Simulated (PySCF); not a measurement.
C$_{4}$H$_{15}$AlN$_{2}$

```yaml
atoms:
  - { symbol: C, position_ang: [-0.9593, 1.2935, -0.2354] }
  - { symbol: N, position_ang: [-0.8996, -0.1263, 0.0598] }
  - { symbol: C, position_ang: [-0.9758, -0.9305, -1.1465] }
  - { symbol: C, position_ang: [-1.9733, -0.4931, 0.9654] }
  - { symbol: Al, position_ang: [0.8159, -0.6248, 1.0987] }
  - { symbol: C, position_ang: [2.2961, -0.1639, -0.2087] }
  - { symbol: N, position_ang: [2.2784, 0.9984, 0.7329] }
  - { symbol: H, position_ang: [-1.9279, 1.5822, -0.6586] }
  - { symbol: H, position_ang: [-0.1681, 1.5485, -0.9372] }
  - { symbol: H, position_ang: [-0.7836, 1.8444, 0.6881] }
  - { symbol: H, position_ang: [-0.2111, -0.6080, -1.8499] }
  - { symbol: H, position_ang: [-0.7720, -1.9675, -0.8781] }
  - { symbol: H, position_ang: [-1.9599, -0.8603, -1.6223] }
  - { symbol: H, position_ang: [-2.9593, -0.3201, 0.5211] }
  - { symbol: H, position_ang: [-1.8677, -1.5456, 1.2238] }
  - { symbol: H, position_ang: [-1.8783, 0.0879, 1.8807] }
  - { symbol: H, position_ang: [0.5254, -2.1553, 1.2866] }
  - { symbol: H, position_ang: [0.5154, 0.2152, 2.3933] }
  - { symbol: H, position_ang: [2.0662, 0.2309, -1.2078] }
  - { symbol: H, position_ang: [3.3046, -0.5922, -0.2932] }
  - { symbol: H, position_ang: [2.8419, 0.7595, 1.5440] }
  - { symbol: H, position_ang: [2.6817, 1.8466, 0.3404] }
```

Geometry: GFN2-xTB.

These are results of PySCF 2.14.0, PBE0/pcSseg-1, SCF density, gas phase, non-relativistic, not measurements.

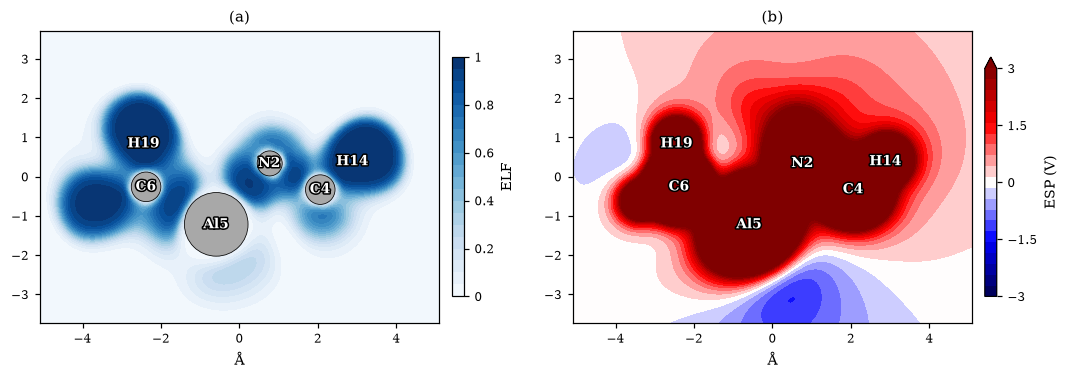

Figure 1. (a) electron localisation function; (b) electrostatic potential on the plane of atoms N2, Al5 and C6. Grey discs cover the atomic cores in the ELF map.

**What does the map show?**

Atoms in the plane: N, C, Al and H.
C–N (1.45 Å): the ELF peaks at about 0.95 between the atoms, as expected for a shared electron pair.
C–Al (2.03 Å): the ELF peaks at about 0.95 between the atoms: a shared but strongly polarised pair.
Al–N (2.07 Å): the ELF peaks at about 0.95 in the valence shell of N, 0.7 Å from its nucleus, and is about 0.75 at the midpoint.
C–H (1.10 Å): the ELF climbs to about 1 towards the hydrogen, as it does in any bond to H (an ordinary covalent bond to hydrogen).
Outside the dense part of the molecule the potential is most negative (−1.3 V) near H18, which lies off the plane.

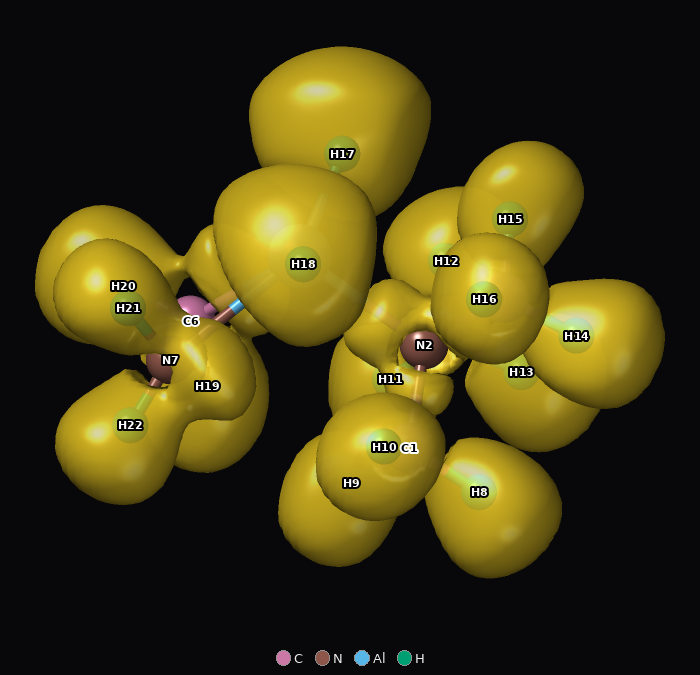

Figure 2. Isosurface of the ELF at 0.75 (yellow), seen from one side. Core shells and regions of very low density are left out.

**Identify the bonds, lone pairs and shells in this picture.**

At this value the surface marks out eleven regions around hydrogen nuclei, one region on N in which the atom's valence shell and bonds are merged, one joined region spread over several atoms (C, H), in which their bonds and any lone pairs are merged and one joined region spread over several atoms (H, N), in which their bonds and any lone pairs are merged.

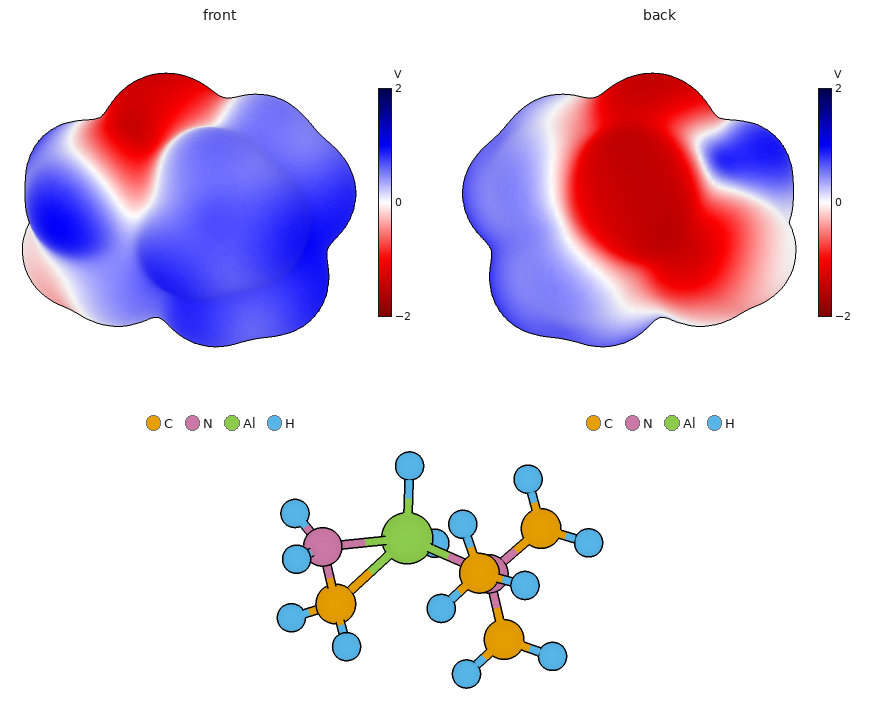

Figure 3. The molecular electrostatic potential painted on the density surface at 0.001 e/bohr³, seen from the front and from behind; red is negative and blue positive. The bare structure is drawn below in the same view.

**Where is the surface potential most negative and most positive?**

The most negative region (about −1.5 V) lies over H17, the most positive (about +1.0 V) over H8, H13, H14 and H22.

**How polar is the molecule by this calculation?**

Its dipole moment is 4.25 D.
